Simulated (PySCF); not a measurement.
**KC: bond curves at several levels of theory**

What are the lowest state that PBE0 finds, the bond length, vibrational wavenumber and bond energy of KC, and how much do these hang on the method?

The runs use PySCF 2.14.0; K pcseg-1, C pcseg-1, no relativity.

## (1) Input

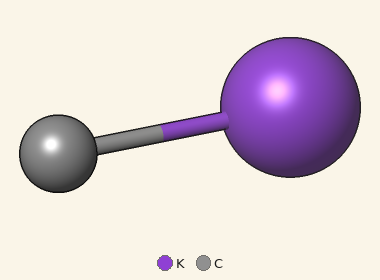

The two atoms at the starting distance (potassium purple, carbon grey).

Settings of the job:

```yaml
atoms: K, C
charge: 0
basis: K pcseg-1, C pcseg-1
Hamiltonian: no relativity
basis_functions: 38
electrons_treated: 25
masses_in_u: 38.9637, 12.0000
levels: PBE0, PBE, r²SCAN, B97-3, r²SCANh, M06-L, ωB97X, HF, MP2, SCS-MP2, CCSD, CCSD(T)
grid: 80 radial by 434 angular points
occupations: held fixed by the projection of orbital angular momentum
dissociation_limit: K + C, each in its ground configuration
starting_distance_in_angstrom: 2.655
values_of_2S_to_try: 1, 3
```

On the command line:

```bash
OMP_NUM_THREADS=1 python dia.py task.json out
```

Further steps of the session: The PBE0 curve of the state that the search chose; Excited determinants; PBE (GGA); r²SCAN; B97-3; r²SCANh (hybrid meta-GGA); M06-L; ωB97X (range-separated hybrid); UHF (mean field); Adding correlation.

What does the calculation give? Wanted: for each run, Re; ωe; De; μ.

As calculated:

Lowest PBE0 solution found, without spin–orbit coupling: ⁴Σ⁻ (quartet), unpaired electrons σ ↑, π ↑↑. State 2 has its PBE0 minimum 0.75 eV higher, as a spin-mixed determinant (⟨S²⟩ = 1.76), so this is no gap between pure states. State 3 has its PBE0 minimum 1.57 eV higher. The other levels ran on the lowest alone.

| level | Re (Å) | ωe (cm⁻¹) | De (eV) | μ (D) |
| --- | --- | --- | --- | --- |
| UHF | 2.605 | 361 | 1.45 | -10.26 |
| UHF-MP2 | 2.581 | 357 | 1.82 | n/a |
| UHF-SCS-MP2 | 2.583 | 358 | 1.62 | n/a |
| UHF-CCSD | 2.586 | 354 | 1.71 | n/a |
| UHF-CCSD(T) | 2.586 | 353 | 1.73 | n/a |
| PBE | 2.530 | 348 | 2.28 | -7.93 |
| r²SCAN | 2.533 | 364 | 2.37 | -8.89 |
| M06-L | 2.531 | 380 | 2.72 | -9.39 |
| r²SCANh | 2.532 | 367 | 2.32 | -9.06 |
| PBE0 | 2.524 | 364 | 2.18 | -8.84 |
| B97-3 | 2.538 | 363 | 2.14 | -9.29 |
| ωB97X | 2.525 | 379 | 2.28 | -9.49 |

De is counted to K + C in their ground configurations. A positive dipole means K(−)C(+).

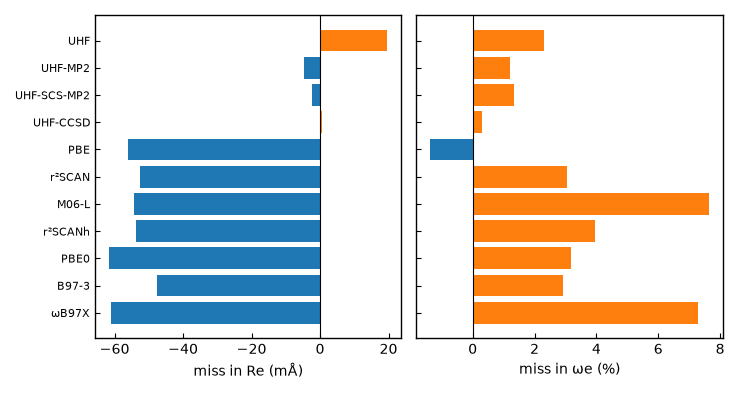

How far each level lies from CCSD(T) in the same basis.

**Reading.** Judged by CCSD(T) in the same basis: best bond length UHF-CCSD (0 mÅ), worst PBE0 (-62 mÅ); best wavenumber UHF-CCSD (+0.3 %), worst M06-L (+7.6 %). CCSD(T) in a basis this small is itself some way from its limit, more so than the functionals. Of the levels with a De here, UHF gives the least (1.45 eV) and M06-L the most (2.72 eV).

Correlated steps freeze 6 core orbitals.
